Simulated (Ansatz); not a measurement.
# C₃H₅FO₂: a ladder of functionals and wavefunction methods

How much do the methods differ for C₃H₅FO₂? The plan is to run it at one geometry with functionals of several rungs and with coupled cluster. The yardstick is the atomisation energy at the CCSD(T) limit.

The runs use Ansatz 0.2.0, Gaussian basis; functionals in def2-TZVPP, the program's frozen cores in correlated methods.

Levels to be run: PBE-D4, r2SCAN-D4, PBE0-D4, B3LYP-D4, ωB97X-V, ωB97M-V, B2PLYP; CCSD(T)/def2-TZVPP; MP2/def2-QZVPP; extrapolation to the limit.

## (1) The geometry

All runs share one geometry, relaxed beforehand with PBE0-D4 in a triple-zeta def2 set.

SMILES `O=CCOCF`, 11 atoms, charge 0, spin multiplicity 1.

Atoms are counted from 1 here; the program's logs count them from 0.

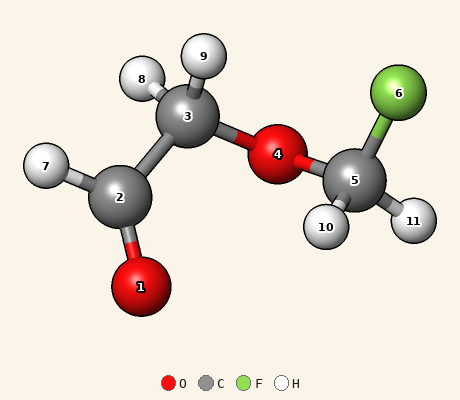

The structure; oxygen red, carbon grey, fluorine green, hydrogen white; atoms are numbered from 1 in the order of the file.

## (2) PBE-D4 (GGA)

Contents of in.yaml:

```yaml
crystal:
  periodic: [false, false, false]
  atoms:
    - {symbol: O, position_ang: [1.300491, -1.476745, -0.704490]}
    - {symbol: C, position_ang: [1.209278, -1.008854, 0.393961]}
    - {symbol: C, position_ang: [0.028706, -0.229986, 0.910083]}
    - {symbol: O, position_ang: [-1.055549, -0.157912, 0.030995]}
    - {symbol: C, position_ang: [-0.892757, 0.717244, -1.015000]}
    - {symbol: F, position_ang: [-0.970578, 2.022520, -0.565964]}
    - {symbol: H, position_ang: [2.026523, -1.118839, 1.142046]}
    - {symbol: H, position_ang: [-0.320152, -0.724471, 1.823399]}
    - {symbol: H, position_ang: [0.382252, 0.765519, 1.217466]}
    - {symbol: H, position_ang: [0.077109, 0.607118, -1.507639]}
    - {symbol: H, position_ang: [-1.720024, 0.547405, -1.704356]}
basis:
  gaussian: {orbitals: def2-TZVPP}
hamiltonian: {xc: pbe, dispersion: d4}
output: {forces: true, orbitals: {seedname: orbitals}}
```

On the command line:

```console
$ ansatz run in.yaml --threads 4 --pin off --events-out ev --progress --plain --max-ram 10444MiB
```

Further steps of the session: r2SCAN-D4 (meta-GGA); PBE0-D4 (hybrid); B3LYP-D4 (hybrid); ωB97X-V (range-separated); ωB97M-V (range-separated); B2PLYP (double hybrid); CCSD(T) in def2-TZVPP; MP2 in def2-QZVPP.

**Question.** What will the summary of the whole plan be? Wanted: atomisation energy, CCSD(T)/CBS; farthest; mean size of error, hybrid; mean size of error, range-separated; gap, smallest and largest; T1 diagnostic; triples share of the correlation energy.

As calculated:

| quantity | value |
| --- | --- |
| atomisation energy, CCSD(T)/CBS | 46.473 eV |
| functionals within 0.232 eV (0.5 %) | r2SCAN-D4, B3LYP-D4, ωB97X-V, ωB97M-V |
| farthest | PBE-D4 (+1.742 eV) |
| mean size of error, hybrid | 0.147 eV |
| mean size of error, range-separated | 0.167 eV |
| gap, smallest and largest | 3.89 eV (PBE-D4), 11.57 eV (ωB97X-V) |
| T1 diagnostic | 0.0135 |
| triples share of the correlation energy | 3.7 % |

What this shows: PBE-D4 is off by +1.742 eV. Double hybrids carry the basis error of their MP2 part in triple zeta, and no dispersion term here, so their miss is partly the set-up's. Misses under about 0.232 eV are within the doubt on the reference itself, which lacks core-valence correlation, relativity and higher excitations. Hartree-Fock recovers 70 % of the binding; the rest is correlation. Orbital gaps span 3.9 to 11.6 eV; exact exchange widens them.
